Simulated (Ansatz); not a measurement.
# FHOSi: the cost of one run

Method: PBE0-D4, def2-SVP first, then def2-TZVP; program: Ansatz 0.2.0, Gaussian basis.

76 further runs of the same task are left out: 76 set aside as unsound or not needed.

## Step 1: The system as given

The guess: 4 atoms, charge 0, spin multiplicity 1.

Atoms are counted from 1 here; the program's logs count them from 0.

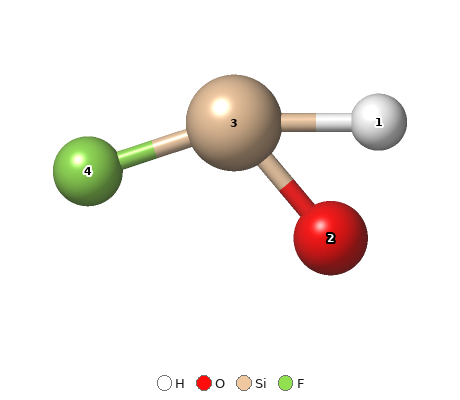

As it starts; hydrogen white, oxygen red, silicon light orange, fluorine green; atoms are numbered from 1 in the order of the file.

As a file:

```mol
FHOSi
  3D, bonds by distance, orders not assigned

  4  3  0  0  0  0  0  0  0  0999 V2000
   -1.1882   -0.0370    0.6317 H   0  0
   -0.8456    0.4093   -0.5688 O   0  0
    0.2966   -0.2030    0.3425 Si  0  0
    1.7373   -0.1694   -0.4055 F   0  0
  1  3  8  0
  2  3  8  0
  3  4  8  0
M  END
```

Distances that are to change: H1–Si3 1.52 Å, H1–O2 1.33 Å.

## Step 2: Relaxing the guess with the reacting distances held

Contents of hold/in.yaml:

```yaml
crystal:
  periodic: [false, false, false]
  atoms:
    - {symbol: H, position_ang: [-1.188200, -0.037000, 0.631700]}
    - {symbol: O, position_ang: [-0.845600, 0.409300, -0.568800]}
    - {symbol: Si, position_ang: [0.296600, -0.203000, 0.342500]}
    - {symbol: F, position_ang: [1.737300, -0.169400, -0.405500]}
basis:
  gaussian: {orbitals: def2-SVP}
hamiltonian: {xc: pbe0, dispersion: d4}
relax: {f_tol: 0.04, max_steps: 150, escape_saddle: false, constraints: [{distance: [0, 2]}, {distance: [0, 1]}]}
```

Started as:

```
ansatz run in.yaml --threads 2 --pin off --events-out ev --progress --plain --max-ram 4352MiB
```

**Question.** How long does this run take on 2 threads of AMD EPYC 7R43, shared host?

About 6 s.
